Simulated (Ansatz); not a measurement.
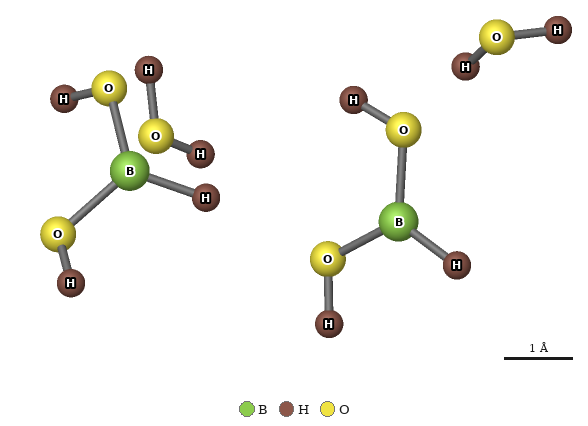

Two geometries of BH₅O₃ (started from a transition state, displaced along its imaginary mode), drawn at one scale. One is the start of a relaxation, the other its converged end. Style: ball-and-stick. Shown from a free direction.

Computed with Ansatz 0.2.0, RKS PBE0-D4/def2-TZVP. Settings: force threshold 0.005 eV/Å; at most 200 steps.

### Which of the two is the end point?

The right one is the relaxed one. Over 34 accepted moves (37 points after the start) the energy falls by 41.5 kcal/mol. The largest force component goes from 12 to 0.0038 eV/Å. The line search rejected the trial steps at points 8, 11, 15 of the run. An H atom moves most after the best rigid fit: 2.15 Å. Largest moves by element: H 2.15 Å, O 1.69 Å, B 0.86 Å. Among the contacts that change: B–H 1.604 → 4.176 Å, B–O 1.741 → 3.837 Å, H–O 0.829 → 0.959 Å, B–O 1.415 → 1.358 Å. Among the angles between lasting bonds that change: H–O–H 114.5° → 104.9°, H–B–O 119.2° → 123.2°, O–B–O 115.4° → 118.7°. Cost: 52 s on 4 threads of Intel Xeon Platinum 8259CL @ 2.50GHz (shared host).
